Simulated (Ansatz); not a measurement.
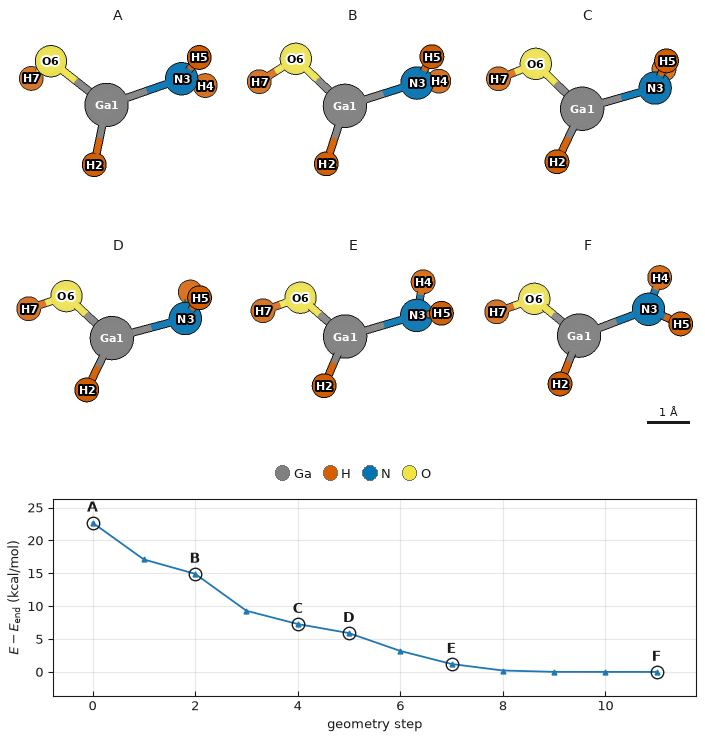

Frames of a relaxation of GaNH4O, marked on the history of the run. A ball-and-stick model, seen at a tilt.

The run prepares the start of a later molecular dynamics calculation, from a guessed geometry.

Theory: RKS r2SCAN-D4/def2-SVP (Ansatz). (no spin polarisation; force threshold 0.02 eV/Å; at most 40 steps)

What happens along the run?

H4 moves most after the best rigid fit: 1.04 Å. Largest moves by element: H 1.04 Å, O 0.71 Å, N 0.08 Å, Ga 0.06 Å. Among the contacts that change: Ga1–N3 1.930 → 1.801 Å, N3–H4 1.060 → 1.014 Å, O6–H7 1.010 → 0.964 Å, Ga1–H2 1.570 → 1.550 Å. Bond angles that change, for instance: N3–Ga1–O6 120.0° → 111.5°, H4–N3–H5 120.0° → 112.2°, Ga1–N3–H5 120.0° → 125.1°. Groups turn about Ga1–N3 by about 90°, Ga1–O6 by about 65°. The energy falls by 22.7 kcal/mol in 11 geometry steps. Largest force component: 2 eV/Å at the start, 0.004 eV/Å at the end. The run took 27 s on 2 threads of Arm Neoverse V1, on a shared host, peak memory 0.12 GiB. From step 0 to 2: O6 moves most (0.38 Å), energy −7.79 kcal/mol. From step 2 to 4: H4 moves most (0.39 Å), energy −7.64 kcal/mol. From step 4 to 5: H4 moves most (0.20 Å), energy −1.38 kcal/mol. From step 5 to 7: H5 moves most (0.40 Å), energy −4.70 kcal/mol. From step 7 to 11: H5 moves most (0.31 Å), energy −1.21 kcal/mol.
